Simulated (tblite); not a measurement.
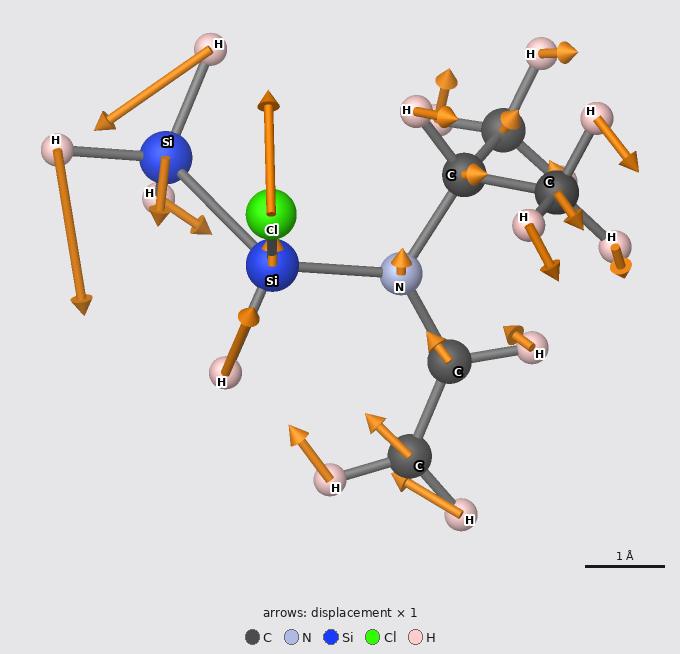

A relaxation of C$_{5}$H$_{14}$ClNSi$_{2}$. The starting structure is drawn; orange arrows show the displacements, at their true length. The two geometries are superimposed by the best rigid fit.

A ball-and-stick model, seen face on.

Computed with GFN2-xTB geometry optimisation, gas phase in tblite 0.8.0. 

> What happened in the run?

Over 238 geometry steps the energy falls by 6.45 kcal/mol. The largest move after the best rigid fit is that of an H atom, 2.29 Å. Largest moves by element: H 2.29 Å, Cl 1.79 Å, Si 0.96 Å, C 0.79 Å, N 0.37 Å. Near-neighbour distances that change, for instance: C–N 1.498 → 1.460 Å, C–N 1.415 → 1.381 Å, H–Si 1.489 → 1.465 Å, Cl–Si 2.062 → 2.040 Å. Among the angles between lasting bonds that change: C–N–Si 114.3° → 123.9°, Si–Si–H 108.9° → 118.1°, C–N–Si 127.1° → 119.5°. Groups turn about Si–Si by about 70°, N–Si by about 60°. The run took 4.8 s on 1 thread of Arm Neoverse N1 (shared host).
